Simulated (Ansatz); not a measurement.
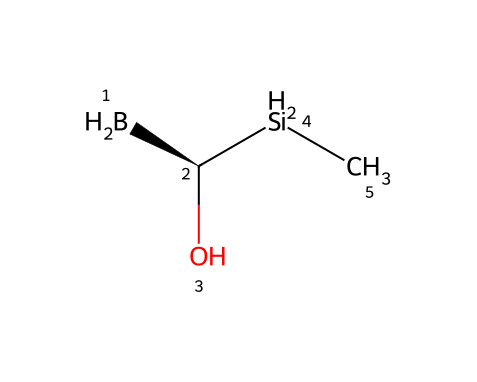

Skeletal drawing with numbered atoms; wedges and dashes mark any stereocentres. The configuration is that of a computed structure (PBE-D4/def2-SVP).

Assign CIP descriptors.

C2: R.

Give a SMILES with the stereochemistry.

B[C@H](O)[SiH2]C
